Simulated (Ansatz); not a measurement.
# What a change does: geometry relaxation on AlS

System: AlS, multiplicity 2, SMILES [Al]=[S].
Method of run A: UKS PBE-D4/def2-SVP (Ansatz 0.2.0).

Text and figures count atoms from 1; the logs count them from 0 in places.

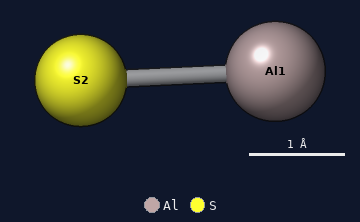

The structure as given in the input (ball-and-stick view, seen at an oblique angle; atoms are numbered from 1 in the order of the input). Sticks mark near contacts. Bond lengths as drawn: Al–S 2.05 Å.

## Input file, run A
```yaml
crystal:
  periodic: [false, false, false]
  atoms:
    - { symbol: Al, position_ang: [0.0, 0.0, 0.01343721] }
    - { symbol: S, position_ang: [0.0, 0.0, 2.06782279] }
magnetization:
  spin_polarized: true
  initial_magnetization: 1
basis:
  gaussian: { orbitals: def2-SVP }
hamiltonian:
  xc: pbe
  dispersion: d4
relax:
  f_tol: 0.002
  max_steps: 150
```

Command:
```bash
ansatz run input.yaml --threads 1 --pin off --max-ram 2560MiB --backend cpu --events-out ev --progress --plain --runs-dir out
```

Hardware: 1 thread of Arm Neoverse N1, 54 GiB of memory available, shared host.

## Output (run A)
```
The last accepted step is kept in [file] (removed where the run ends without a failure and the disk answers)
Engine: ansatz 0.2.0, aarch64-unknown-linux-gnu
Functional definition: PBE
  parameter kappa = 0.804
  parameter beta = 0.06672455060314922
  exchange = pbe_x(kappa = kappa, mu = beta*pi^2/3)
  correlation = pbe_c(beta = beta)
398 factors; their error is unknown
mean field evaluation 1: about -17414.7958 eV, gradient 2.0e1 eV
mean field evaluation 2: about -17348.6269 eV, gradient 7.8e1 eV
mean field evaluation 4: about -17417.9500 eV, gradient 5.3e0 eV
mean field evaluation 8: about -17418.1487 eV, gradient 5.9e-2 eV
mean field evaluation 16: about -17416.0450 eV, gradient 9.8e0 eV
mean field evaluation 32: about -17418.1487 eV, gradient 3.3e-5 eV
mean field -17418.14869932 eV, -640.1051582547 hartree, gradient 3.3e-5 eV, S^2 0.754234; 4 other end points of the search recorded, 0 dependent functions left out
the calculation of the forces begins
reference -17418.14872493 eV, -640.1051591960 hartree; 15, 14 occupied and 21, 22 virtual orbitals, 398 factors
relax step   1: F+E_penalty+E_count = -17418.19731072 eV  Δ(F+E_penalty+E_count) = +0.000e0 eV  max|allowed force component| = 2.086e-2 eV/Å  Δτ_max = 0.0000 Å  (75 SCF iters, accepted)
these checks for a lower state are left out or cut short: starts, cluster_reference, orbital_swaps, neighbouring_geometries, increment
398 factors; their error is unknown
mean field -17418.14870870 eV, -640.1051585996 hartree, gradient 3.8e-5 eV, S^2 0.754229; 0 other end points of the search recorded, 0 dependent functions left out
the calculation of the forces begins
reference -17418.14873432 eV, -640.1051595409 hartree; 15, 14 occupied and 21, 22 virtual orbitals, 398 factors
relax step   2: F+E_penalty+E_count = -17418.19732158 eV  Δ(F+E_penalty+E_count) = -1.086e-5 eV  max|allowed force component| = 1.595e-3 eV/Å  Δτ_max = 0.0006 Å  (21 SCF iters, accepted)
398 factors; their error is unknown
mean field evaluation 64: about -17417.6674 eV, gradient 1.9e0 eV
mean field -17418.14870870 eV, -640.1051585996 hartree, gradient 3.8e-5 eV, S^2 0.754229; 6 other end points of the search recorded, 0 dependent functions left out
the calculation of the forces begins
reference -17418.14873432 eV, -640.1051595409 hartree; 15, 14 occupied and 21, 22 virtual orbitals, 398 factors
Total energy: -17418.19734719 eV, -640.1069460311 hartree
Atom 0 at    -0.000000    -0.000000     0.014000 Å, force    -0.000000    -0.000000    -0.001595 eV/Å
Atom 1 at     0.000000     0.000000     2.067260 Å, force     0.000000     0.000000     0.001595 eV/Å
Dipole moment:    -0.000000     0.000000    -0.665214 e Å
```

The input of run B differs as follows (lines with − go, lines with + come):
```diff
-  gaussian: { orbitals: def2-SVP }
+  gaussian: { orbitals: def2-TZVPP }
-  xc: pbe
+  xc: pbe0
```

How does run B compare with run A?

The total energies belong to different models, so their difference says nothing on which is more stable or more accurate. The functional changes from PBE to PBE0. The basis functions go from 36 to 84. On the same kind of shared host run B took about 2.4 times as long.

## Output (run B)
```
The last accepted step is kept in [file] (removed where the run ends without a failure and the disk answers)
Engine: ansatz 0.2.0, aarch64-unknown-linux-gnu
Functional definition: PBE0
  parameter a = 0.25
  parameter kappa = 0.804
  parameter beta = 0.06672455060314922
  exchange = (1 - a)*pbe_x(kappa = kappa, mu = beta*pi^2/3) + a*exact_x
  correlation = pbe_c(beta = beta)
615 factors; their error is unknown
mean field evaluation 1: about -17422.3395 eV, gradient 2.1e1 eV
mean field evaluation 2: about -17392.4717 eV, gradient 6.5e1 eV
mean field evaluation 4: about -17425.4854 eV, gradient 3.2e0 eV
mean field evaluation 8: about -17425.5729 eV, gradient 3.3e-2 eV
mean field evaluation 16: about -17425.5729 eV, gradient 1.6e-5 eV
mean field -17425.57290819 eV, -640.3779928985 hartree, gradient 1.6e-5 eV, S^2 0.758130; 1 other end points of the search recorded, 0 dependent functions left out
the calculation of the forces begins
reference -17425.57292788 eV, -640.3779936221 hartree; 15, 14 occupied and 69, 70 virtual orbitals, 615 factors
relax step   1: F+E_penalty+E_count = -17425.61351275 eV  Δ(F+E_penalty+E_count) = +0.000e0 eV  max|allowed force component| = 4.529e-1 eV/Å  Δτ_max = 0.0000 Å  (44 SCF iters, accepted)
these checks for a lower state are left out or cut short: starts, cluster_reference, orbital_swaps, neighbouring_geometries, increment
615 factors; their error is unknown
mean field -17425.57819950 eV, -640.3781873505 hartree, gradient 1.9e-5 eV, S^2 0.757716; 0 other end points of the search recorded, 0 dependent functions left out
the calculation of the forces begins
reference -17425.57821920 eV, -640.3781880744 hartree; 15, 14 occupied and 69, 70 virtual orbitals, 615 factors
relax step   2: F+E_penalty+E_count = -17425.61882380 eV  Δ(F+E_penalty+E_count) = -5.311e-3 eV  max|allowed force component| = 2.787e-2 eV/Å  Δτ_max = 0.0122 Å  (34 SCF iters, accepted)
these checks for a lower state are left out or cut short: starts, cluster_reference, orbital_swaps, neighbouring_geometries, increment
615 factors; their error is unknown
mean field evaluation 32: about -17425.5782 eV, gradient 2.9e-5 eV
mean field -17425.57821918 eV, -640.3781880736 hartree, gradient 2.9e-5 eV, S^2 0.757739; 0 other end points of the search recorded, 0 dependent functions left out
the calculation of the forces begins
reference -17425.57823888 eV, -640.3781887975 hartree; 15, 14 occupied and 69, 70 virtual orbitals, 615 factors
relax step   3: F+E_penalty+E_count = -17425.61884235 eV  Δ(F+E_penalty+E_count) = -1.855e-5 eV  max|allowed force component| = 1.958e-3 eV/Å  Δτ_max = 0.0007 Å  (27 SCF iters, accepted)
615 factors; their error is unknown
mean field -17425.57821918 eV, -640.3781880736 hartree, gradient 2.9e-5 eV, S^2 0.757739; 2 other end points of the search recorded, 0 dependent functions left out
the calculation of the forces begins
reference -17425.57823888 eV, -640.3781887975 hartree; 15, 14 occupied and 69, 70 virtual orbitals, 615 factors
Total energy: -17425.61886205 eV, -640.3796816715 hartree
Atom 0 at    -0.000000    -0.000000     0.024938 Å, force     0.000000     0.000000     0.001958 eV/Å
Atom 1 at     0.000000     0.000000     2.056322 Å, force    -0.000000    -0.000000    -0.001958 eV/Å
Dipole moment:    -0.000000    -0.000000    -0.801750 e Å
```

## The two runs side by side

```tsv
quantity	run A	run B
outcome	converged	converged
total energy (hartree)	−640.106946	−640.379682
⟨S²⟩	0.754	0.758
largest force (eV/Å)	0.002	0.002
basis functions	36	84
wall time (shared host)	6.2 s	15 s
```
